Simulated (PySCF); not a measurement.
# SiH2ClO (SMILES O[SiH]Cl) at UCISD/STO-3G

Aim: the vertical doublet–quartet gap of SiH2ClO at UCISD/STO-3G, from 2 runs. The job is set up through a Python script.

The results are computed with PySCF 2.14.0.

7 further runs of the same task are left out: 1 that didn't finish, 6 set aside as unsound or not needed.

## 1. The system as given

The species is SiH2ClO (5 atoms), meant as a doublet with charge 0. SMILES: `O[SiH]Cl`. Geometry: relaxed at PBE0-D4/def2-TZVP. This is one conformer, not always the lowest.

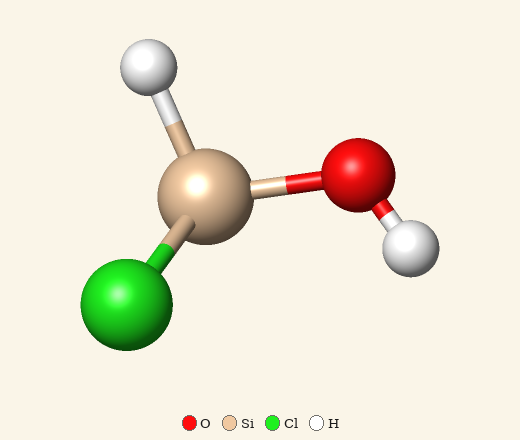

Viewed from a chosen angle; oxygen red, silicon light orange, chlorine green, hydrogen white.

## 2. A single-point energy at UCISD/STO-3G

geometry.xyz reads:

```xyz
5

O     -0.806100    -0.432000    -0.746500
Si    -0.092300     0.479800     0.414000
Cl     1.606600    -0.440800     1.143600
H     -1.024100    -1.343200    -0.540000
H      0.316000     1.736300    -0.271100
```

run.py reads:

```python
# O[SiH]Cl
from pyscf import gto, scf, ci

mol = gto.Mole()
mol.atom = 'geometry.xyz'
mol.verbose = 3
mol.max_memory = 1860
mol.spin = 1
mol.charge = 0
mol.basis = 'sto-3g'
mol.build()

mf = scf.UHF(mol)
mf.conv_tol = 1e-10
mf.kernel()
if not mf.converged:
    mf = mf.newton().run(mf.mo_coeff, mf.mo_occ)

cisd = ci.CISD(mf, frozen=11)
cisd.kernel()
e_final = cisd.e_tot
print('E(%s) = %.9f' % ('CISD', e_final))
```

Run with:

```bash
OMP_NUM_THREADS=1 python run.py
```

Log:

```text
converged SCF energy = -815.207008583688  <S^2> = 0.75342888  2S+1 = 2.0034259
E(UCISD) = -815.2927735371904  E_corr = -0.08576495350265007
E(CISD) = -815.292773537
```

Run time: 0.83 s. Hardware: 1 thread of Arm Neoverse V1, shared host; peak memory 0.1 GiB.

## 3. The quartet at the same level

input.xyz reads:

```xyz
5
ClH2OSi
O     -0.806100    -0.432000    -0.746500
Si    -0.092300     0.479800     0.414000
Cl     1.606600    -0.440800     1.143600
H     -1.024100    -1.343200    -0.540000
H      0.316000     1.736300    -0.271100
```

input.py reads:

```python
from pyscf import gto, ci

system = gto.Mole()
system.atom = 'input.xyz'
system.max_memory = 1860
system.basis = 'sto-3g'
system.verbose = 3
system.spin = 3
system.charge = 0
system.build()

mf = system.UHF()
mf.conv_tol = 1e-10
mf.kernel()
if not mf.converged:
    mf = mf.newton().run(mf.mo_coeff, mf.mo_occ)

cisd = ci.CISD(mf, frozen=11)
cisd.kernel()
etot = cisd.e_tot
print(f'total energy: {etot:.8f} hartree')
```

Run with:

```bash
OMP_NUM_THREADS=1 python input.py
```

Log:

```text
WARN: HOMO 0.24921960562854 >= LUMO -0.449808973541865

WARN: HOMO 0.0517866071153544 >= LUMO -0.0564000493075681

WARN: HOMO 0.0378632746361602 >= LUMO -0.0453585763813322

WARN: HOMO 0.0259145865283694 >= LUMO -0.0303586244407962

WARN: HOMO 0.0241296747502346 >= LUMO -0.0232571944680858

WARN: HOMO 0.0218864557229682 >= LUMO -0.0128517093514946

WARN: HOMO 0.0199854221598983 >= LUMO -0.0126371859018451

WARN: HOMO 0.0193467144151567 >= LUMO -0.00455057995699693

WARN: HOMO 0.0216563907185681 >= LUMO -0.0162454986986924

WARN: HOMO 0.0223824133584417 >= LUMO -0.00255096745805017

WARN: HOMO 0.0229695746914244 >= LUMO -0.00104846514626999

WARN: HOMO 0.0231914282876967 >= LUMO -0.00930582754531795

WARN: HOMO 0.0237197692694333 >= LUMO -0.00349904629284148

WARN: HOMO 0.0234599781585064 >= LUMO -0.00498289090504844

WARN: HOMO 0.0235856218163245 >= LUMO -0.0037471164342161

WARN: HOMO 0.0235734530432561 >= LUMO -0.003858592589987

WARN: HOMO 0.0235786243876578 >= LUMO -0.0039509822380438

WARN: HOMO 0.0236127886668178 >= LUMO -0.00376073042792036

WARN: HOMO 0.023783364786276 >= LUMO -0.00251978882857917

WARN: HOMO 0.0238856290790567 >= LUMO -0.00224158164510579

WARN: HOMO 0.0239600196501083 >= LUMO -0.00199708785940322

WARN: HOMO 0.0239646322390942 >= LUMO -0.00501579319317602

WARN: HOMO 0.0240662128577059 >= LUMO 0.000556707049581107

WARN: HOMO 0.0240374090855184 >= LUMO -0.00365338764286494

WARN: HOMO 0.0240356363137666 >= LUMO -0.00373334144836257

WARN: HOMO 0.0240373662803152 >= LUMO -0.00366534373370631

WARN: HOMO 0.0240373708661824 >= LUMO -0.00358013635167198

WARN: HOMO 0.0240372524068403 >= LUMO -0.00361423578506204

WARN: HOMO 0.024037581936632 >= LUMO -0.00360614124711101

WARN: HOMO 0.0240379946435374 >= LUMO -0.00361698014767797

WARN: HOMO 0.0240382308265078 >= LUMO -0.00361788268765417

WARN: HOMO 0.0240382489469195 >= LUMO -0.00361786240244943

converged SCF energy = -814.831128118485  <S^2> = 3.7513263  2S+1 = 4.0006631
E(UCISD) = -814.9067611595153  E_corr = -0.07563304103081078
total energy: -814.90676116 hartree
```

Run time: 1.1 s. Hardware: 1 thread of Arm Neoverse V1, shared host; peak memory 0.12 GiB.

## 4. Results

At UCISD/STO-3G, 11 core orbitals frozen:

| quantity | value |
| --- | --- |
| doublet: total energy | -815.29277 Eh |
| doublet: dipole moment (Hartree–Fock density) | 2.84 D |
| doublet: HOMO energy (Hartree–Fock orbitals) (highest over α and β) | -6.99 eV |
| doublet: LUMO energy (Hartree–Fock orbitals) (lowest over α and β) | 4.77 eV |
| doublet: correlation energy (11 core orbitals frozen) | -85.8 mEh |
| doublet: ⟨S²⟩ of the reference determinant | 0.753 |
| quartet: total energy | -814.90676 Eh |
| quartet: dipole moment (Hartree–Fock density) | 3.27 D |
| quartet: HOMO energy (Hartree–Fock orbitals) (highest over α and β) | 0.65 eV |
| quartet: correlation energy (11 core orbitals frozen) | -75.6 mEh |
| quartet: ⟨S²⟩ of the reference determinant | 3.751 |
| vertical energy of the quartet above the doublet | 10.504 eV |

At this shape the quartet lies 10.50 eV (242 kcal/mol) above the doublet. In a minimal basis such a difference can be off by several eV, whatever the method. Mulliken charges (doublet) of the mean-field density run from -0.47 on O1 to +0.83 on Si2. Mulliken charges (quartet) of the mean-field density run from -0.48 on O1 to +0.39 on Si2; they depend strongly on the basis.
